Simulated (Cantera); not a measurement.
Input: 1 mol CH3Cl, equilibrated at 1400 Pa.

Equilibrium computed with Cantera from the NASA thermochemical tables; the gas is ideal and each condensed phase is pure. Candidate condensed phases: C, C6H6, C7H8, C8H18; 91 gas species. The tables' values for CCl are old estimates; treat these amounts as uncertain. The numbers say what is thermodynamically allowed, not how fast it happens.

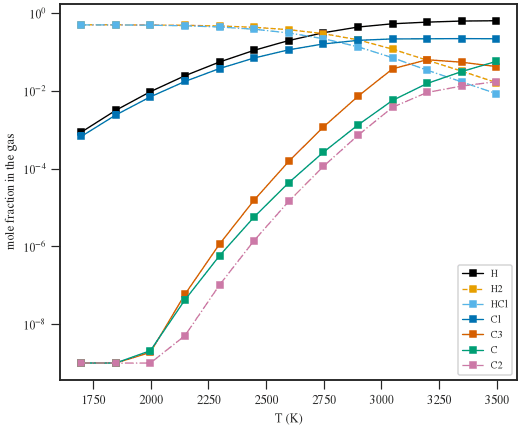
Figure: Equilibrium gas composition (values under 1e-9 drawn at 1e-9)

**Question.** Read off the mole fractions at 2748 K.

**Answer.** H about 0.31, H2 about 0.30, HCl about 0.22, Cl about 0.16, C3 about 0.0012, C about 0.00026, C2 about 0.00011.
